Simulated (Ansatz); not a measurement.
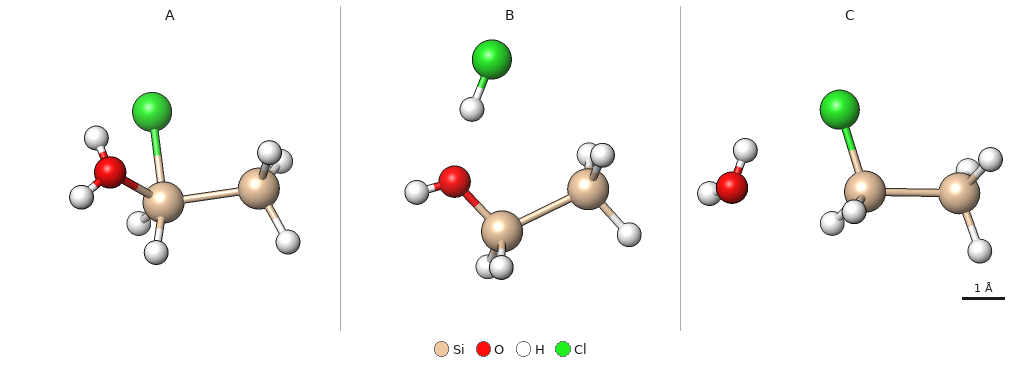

Three geometries of Si2H7OCl: a saddle point and the two minima that it joins, in shuffled order. Style: ball-and-stick. Shown at a tilt. Sticks join atoms that are closer than about 1.2 times the sum of their covalent radii (a little more with hydrogen).

Stationary points at PBE0-D4/def2-TZVP, single-point energies with wB97M-V, PBE-QIDH, SPW92 (LDA), BHLYP-D4 (def2-TZVPP where no basis is named; Ansatz 0.2.0). The energies are electronic, without zero-point or thermal terms, and both ends are the minima reached downhill from the saddle, with any fragments still in contact.

Q: Which frame is the transition state, what reaction does it lead through, and what barrier is to be expected?

A: Frame A is the saddle point. Counted by bonded pieces, B holds HCl + Si₂H₆O and C holds H₂O + Si₂H₅Cl. From B over the saddle to C, bonds form: Cl–Si (4.17 → 2.32 → 2.08 Å), H–O (1.80 → 0.98 → 0.96 Å). Bonds break: O–Si (1.67 → 1.95 → 3.32 Å), Cl–H (1.30 → 2.17 → 2.62 Å). The saddle has one imaginary mode, 65i cm⁻¹. With wB97M-V the barrier is 18.3 kcal/mol from B and 19.1 kcal/mol from C, and C lies 0.8 kcal/mol below B.

```tsv
level	barrier from B (kcal/mol)	barrier from C (kcal/mol)	C less B (kcal/mol)
wB97M-V	18.3	19.1	−0.8
PBE-QIDH	19.1	20.1	−1.0
SPW92 (LDA)	12.8	11.0	1.9
BHLYP-D4	22.2	21.8	0.4
```
